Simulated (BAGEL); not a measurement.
# One shape, several levels: triplet AlH2BrO2

Wanted: a comparison of 3 runs (ROHF/6-31G*, UHF/6-31G*, ROHF/def2-SVP) of triplet AlH2BrO2. 

The calculation is run with BAGEL 1.2.2.

7 further runs of the same task are left out: 2 for a known fault of the program, 5 that didn't finish. Runs told in other sessions of the task aren't counted.

**1. The system as given**

AlH2BrO2 has 6 atoms, charge 0, and is taken as a triplet. As SMILES of the parent species, `[OH][Al]([OH])[Br]`. Geometry: relaxed at PBE0-D4/def2-TZVP. This is one conformer, not always the lowest. That shape belongs to the parent species and isn't relaxed for this state.

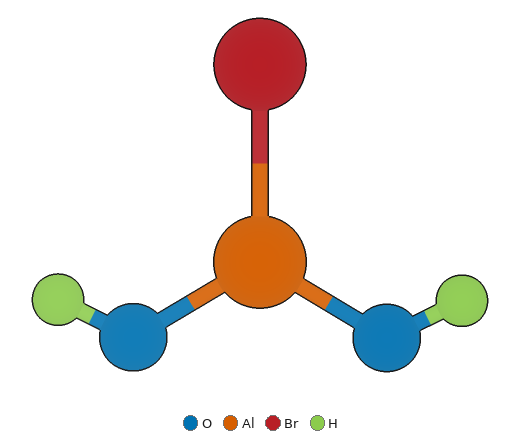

The structure, seen from a chosen angle (oxygen blue, aluminium orange, bromine red, hydrogen green).

**2. A single-point energy at ROHF/6-31G(d) (density fitting with qzvpp-jkfit, spherical functions) (run 1)**

The input, calc.json:

```json
{ "bagel": [

{
  "title": "molecule",
  "basis": "6-31gs.json",
  "df_basis": "qzvpp-jkfit",
  "angstrom": "true",
  "geometry": [
    { "atom": "O", "xyz": [      -0.080200,       1.421100,      -0.824900 ] },
    { "atom": "Al", "xyz": [      -0.029700,      -0.053500,      -0.021600 ] },
    { "atom": "O", "xyz": [       1.110100,      -0.254800,       1.196000 ] },
    { "atom": "Br", "xyz": [      -1.450800,      -1.714400,      -0.562000 ] },
    { "atom": "H", "xyz": [      -0.702100,       1.604000,      -1.526900 ] },
    { "atom": "H", "xyz": [       1.194600,      -1.066400,       1.693300 ] }
  ]
},

{ "title": "rohf", "nopen": 2 },

{ "title": "print", "file": "orbitals.molden", "orbitals": "true" }

]}
```

The basis set 6-31G* is read from a file made from the Basis Set Exchange's data (not shown).

On the command line:

```bash
BAGEL_NUM_THREADS=1 BAGEL calc.json > calc.out
```

The program printed:

```text
* using 1 threads per process

  ===============================================================
  ===============================================================

  *** Geometry ***

  { "atom" : "O", "xyz" : [     -0.151556,      2.685490,     -1.558835 ] },
  { "atom" : "Al", "xyz" : [     -0.056125,     -0.101100,     -0.040818 ] },
  { "atom" : "O", "xyz" : [      2.097785,     -0.481502,      2.260112 ] },
  { "atom" : "Br", "xyz" : [     -2.741615,     -3.239746,     -1.062026 ] },
  { "atom" : "H", "xyz" : [     -1.326777,      3.031121,     -2.885423 ] },
  { "atom" : "H", "xyz" : [      2.257467,     -2.015204,      3.199873 ] },

  Number of auxiliary basis functions:      584

  Since a DF basis is specified, we compute 2- and 3-index integrals:
    o Being stored without compression. Storage requirement is 0.031 GB

  Number of basis functions:       82
  Number of electrons      :       66

    * METHOD: MOLECULE                             0.32

  *** Open-shell HF ***

  === Nuclear Repulsion ===
   298.1296355211

      * DIIS with orbital gradients will be used.

  === ROHF iteration (6-31gs.json) ===
      0      -2964.39345615          0.05395199           0.19
      1      -2964.47364793          0.04926742           0.19
      2      -2964.60418915          0.03935485           0.19
      3      -2964.80434448          0.00286142           0.19
      4      -2964.81040765          0.00118800           0.19
      5      -2964.81267110          0.00048194           0.19
      6      -2964.81304747          0.00012221           0.19
      7      -2964.81308791          0.00005137           0.19
      8      -2964.81308820          0.00002534           0.19
      9      -2964.81309013          0.00000586           0.19
     10      -2964.81308951          0.00000196           0.19
     11      -2964.81308959          0.00000091           0.19
     12      -2964.81308965          0.00000044           0.19
     13      -2964.81308969          0.00000031           0.19
     14      -2964.81308971          0.00000025           0.19
     15      -2964.81308971          0.00000022           0.19
     16      -2964.81308972          0.00000019           0.19
     17      -2964.81308972          0.00000016           0.19
     18      -2964.81308972          0.00000011           0.19
     19      -2964.81308972          0.00000006           0.19
     20      -2964.81308972          0.00000003           0.19
     21      -2964.81308972          0.00000001           0.19
     22      -2964.81308972          0.00000001           0.19
    * SCF iteration converged.

    * S^2 (ROHF) is 2.0000

    * Permanent dipole moment:
           (    1.535060,     1.792348,     0.582150) a.u.

    * METHOD: ROHF                                 4.62

    * METHOD: PRINT                                0.01

  ===============================================================
```

It took 5.4 s on 1 thread of Arm Neoverse V2, shared host; peak memory 0.15 GiB.

**3. A single-point energy at UHF/6-31G(d) (density fitting with qzvpp-jkfit, spherical functions) (run 2)**

The input, calc.json:

```json
{ "bagel": [

{
  "title": "molecule",
  "basis": "6-31gs.json",
  "df_basis": "qzvpp-jkfit",
  "angstrom": "true",
  "geometry": [
    { "atom": "O", "xyz": [   -0.080200,    1.421100,   -0.824900 ] },
    { "atom": "Al", "xyz": [   -0.029700,   -0.053500,   -0.021600 ] },
    { "atom": "O", "xyz": [    1.110100,   -0.254800,    1.196000 ] },
    { "atom": "Br", "xyz": [   -1.450800,   -1.714400,   -0.562000 ] },
    { "atom": "H", "xyz": [   -0.702100,    1.604000,   -1.526900 ] },
    { "atom": "H", "xyz": [    1.194600,   -1.066400,    1.693300 ] }
  ]
},
{ "title": "uhf", "nopen": 2 },
{ "title": "print", "file": "orbitals.molden", "orbitals": "true" }

]}
```

The basis set 6-31G* is read from a file made from the Basis Set Exchange's data (not shown).

On the command line:

```bash
BAGEL_NUM_THREADS=1 BAGEL calc.json > calc.out
```

The program printed:

```text
* using 1 threads per process

  ===============================================================
  ===============================================================

  *** Geometry ***

  { "atom" : "O", "xyz" : [     -0.151556,      2.685490,     -1.558835 ] },
  { "atom" : "Al", "xyz" : [     -0.056125,     -0.101100,     -0.040818 ] },
  { "atom" : "O", "xyz" : [      2.097785,     -0.481502,      2.260112 ] },
  { "atom" : "Br", "xyz" : [     -2.741615,     -3.239746,     -1.062026 ] },
  { "atom" : "H", "xyz" : [     -1.326777,      3.031121,     -2.885423 ] },
  { "atom" : "H", "xyz" : [      2.257467,     -2.015204,      3.199873 ] },

  Number of auxiliary basis functions:      584

  Since a DF basis is specified, we compute 2- and 3-index integrals:
    o Being stored without compression. Storage requirement is 0.031 GB

  Number of basis functions:       82
  Number of electrons      :       66

    * METHOD: MOLECULE                             0.32

  *** Open-shell HF ***

  === Nuclear Repulsion ===
   298.1296355211

      * DIIS with orbital gradients will be used.

  === UHF iteration (6-31gs.json) ===
      0      -2964.39345615          0.05395199           0.19
      1      -2964.48610632          0.04873187           0.19
      2      -2964.62291920          0.03846625           0.19
      3      -2964.80985676          0.00273865           0.19
      4      -2964.81573204          0.00106612           0.19
      5      -2964.81767222          0.00046788           0.19
      6      -2964.81809571          0.00016419           0.19
      7      -2964.81813906          0.00006869           0.19
      8      -2964.81815085          0.00002582           0.19
      9      -2964.81815366          0.00000930           0.19
     10      -2964.81815414          0.00000479           0.19
     11      -2964.81815425          0.00000213           0.19
     12      -2964.81815429          0.00000080           0.19
     13      -2964.81815429          0.00000041           0.19
     14      -2964.81815430          0.00000024           0.19
     15      -2964.81815430          0.00000019           0.19
     16      -2964.81815430          0.00000017           0.19
     17      -2964.81815430          0.00000015           0.19
     18      -2964.81815430          0.00000010           0.19
     19      -2964.81815430          0.00000006           0.19
     20      -2964.81815430          0.00000003           0.19
     21      -2964.81815430          0.00000001           0.19
     22      -2964.81815430          0.00000001           0.19
    * SCF iteration converged.

    * S^2 (UHF) is 2.0121

    * Permanent dipole moment:
           (    1.531905,     1.788884,     0.581136) a.u.

    * METHOD: UHF                                  4.59

    * METHOD: PRINT                                0.01

  ===============================================================
```

Wall time 5.1 s (1 thread of Arm Neoverse V2, shared host); peak memory 0.15 GiB.

**4. A single-point energy at ROHF/def2-SVP (density fitting with qzvpp-jkfit) (run 3)**

The input, hf.json:

```json
{ "bagel" : [

{
  "title" : "molecule",
  "basis" : "svp",
  "df_basis" : "qzvpp-jkfit",
  "angstrom" : "true",
  "geometry" : [
    { "atom" : "O", "xyz" : [      -0.080200,       1.421100,      -0.824900 ] },
    { "atom" : "Al", "xyz" : [      -0.029700,      -0.053500,      -0.021600 ] },
    { "atom" : "O", "xyz" : [       1.110100,      -0.254800,       1.196000 ] },
    { "atom" : "Br", "xyz" : [      -1.450800,      -1.714400,      -0.562000 ] },
    { "atom" : "H", "xyz" : [      -0.702100,       1.604000,      -1.526900 ] },
    { "atom" : "H", "xyz" : [       1.194600,      -1.066400,       1.693300 ] }
  ]
},

{
  "title" : "rohf",
  "nopen" : 2
},

{
  "title" : "print",
  "file" : "orbitals.molden",
  "orbitals" : "true"
}

]}
```

On the command line:

```bash
BAGEL_NUM_THREADS=1 BAGEL hf.json > hf.out
```

The program printed:

```text
* using 1 threads per process

  ===============================================================
  ===============================================================

  *** Geometry ***

  { "atom" : "O", "xyz" : [     -0.151556,      2.685490,     -1.558835 ] },
  { "atom" : "Al", "xyz" : [     -0.056125,     -0.101100,     -0.040818 ] },
  { "atom" : "O", "xyz" : [      2.097785,     -0.481502,      2.260112 ] },
  { "atom" : "Br", "xyz" : [     -2.741615,     -3.239746,     -1.062026 ] },
  { "atom" : "H", "xyz" : [     -1.326777,      3.031121,     -2.885423 ] },
  { "atom" : "H", "xyz" : [      2.257467,     -2.015204,      3.199873 ] },

  Number of auxiliary basis functions:      584

  Since a DF basis is specified, we compute 2- and 3-index integrals:
    o Being stored without compression. Storage requirement is 0.036 GB

  Number of basis functions:       88
  Number of electrons      :       66

    * METHOD: MOLECULE                             0.29

  *** Open-shell HF ***

  === Nuclear Repulsion ===
   298.1296355211

      * DIIS with orbital gradients will be used.

  === ROHF iteration (svp) ===
      0      -2964.23403816          0.05015241           0.21
      1      -2964.30455367          0.04762758           0.21
      2      -2964.43328613          0.03802448           0.21
      3      -2964.63158978          0.00284788           0.21
      4      -2964.63794402          0.00123499           0.21
      5      -2964.64050783          0.00044183           0.21
      6      -2964.64085534          0.00011351           0.21
      7      -2964.64088953          0.00003444           0.21
      8      -2964.64089176          0.00001538           0.21
      9      -2964.64089273          0.00000496           0.21
     10      -2964.64089255          0.00000216           0.21
     11      -2964.64089259          0.00000129           0.21
     12      -2964.64089267          0.00000057           0.21
     13      -2964.64089275          0.00000041           0.21
     14      -2964.64089277          0.00000034           0.21
     15      -2964.64089277          0.00000032           0.21
     16      -2964.64089278          0.00000030           0.21
     17      -2964.64089278          0.00000026           0.21
     18      -2964.64089278          0.00000020           0.21
     19      -2964.64089278          0.00000013           0.21
     20      -2964.64089278          0.00000007           0.21
     21      -2964.64089278          0.00000004           0.21
     22      -2964.64089278          0.00000002           0.21
     23      -2964.64089278          0.00000001           0.21
    * SCF iteration converged.

    * S^2 (ROHF) is 2.0000

    * Permanent dipole moment:
           (    1.629421,     1.900677,     0.616418) a.u.

    * METHOD: ROHF                                 5.21

    * METHOD: PRINT                                0.01

  ===============================================================
```

Run time: 5.7 s. Hardware: 1 thread of Arm Neoverse V2, shared host; peak memory 0.16 GiB.

**5. All runs side by side**

```
run                                                                level   energy (Eh)  dipole moment (D)   ⟨S²⟩  wall time
  1  ROHF/6-31G* (density fitting with qzvpp-jkfit, spherical functions)  -2964.813090               6.18  2.000      5.4 s
  2   UHF/6-31G* (density fitting with qzvpp-jkfit, spherical functions)  -2964.818154               6.17  2.012      5.1 s
  3                     ROHF/def2-SVP (density fitting with qzvpp-jkfit)  -2964.640893               6.55  2.000      5.7 s
```

**6. What came out**

```
            quantity           value
 run 3: total energy  -2964.64089 Eh
run 3: dipole moment          6.55 D
         run 3: ⟨S²⟩           2.000
```

What this shows: The dipole moment (its size) runs from 6.17 D (UHF/6-31G*) to 6.55 D (ROHF/def2-SVP). The two ends differ in method and basis. All runs together took 16 s, the longest 5.7 s.
